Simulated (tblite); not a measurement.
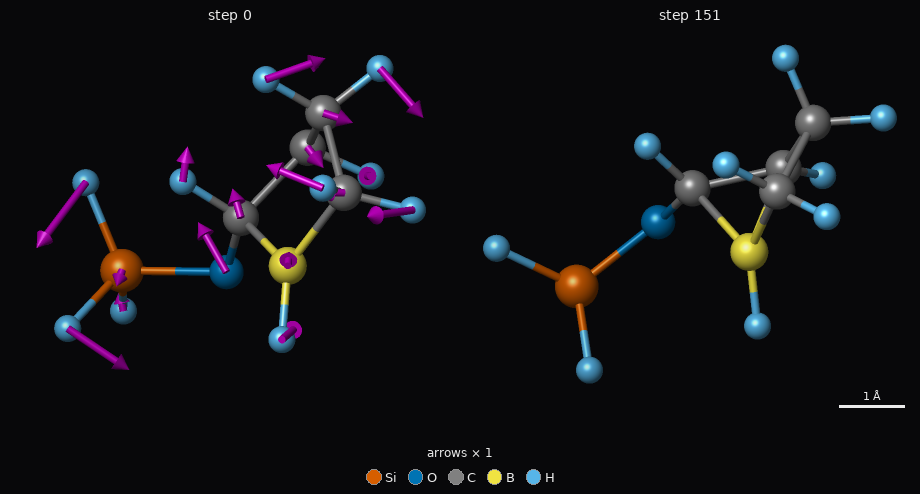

The structure of C₄H₁₀BOSi (multiplicity 2) before (left) and after (right) a relaxation, at one scale. The purple arrows give the displacements, at their true length.

The picture is a ball-and-stick view, seen from a free direction.

The calculation used tblite 0.8.0, GFN2-xTB geometry optimisation, gas phase. 

> Describe what moved and what it gained.

The energy falls by 1.276 eV in 151 geometry steps. The largest move after the best rigid fit is that of an H atom, 1.44 Å. By element the largest moves are H 1.44 Å, O 0.92 Å, C 0.49 Å, B 0.38 Å, Si 0.29 Å. Some distances before and after: B–C 2.394 → 1.729 Å, O–Si 1.717 → 1.621 Å, C–C 1.526 → 1.440 Å, B–C 1.591 → 1.673 Å. Bond angles that change, for instance: B–C–C 100.3° → 67.0°, C–C–H 104.5° → 124.2°, Si–O–C 114.2° → 131.3°.
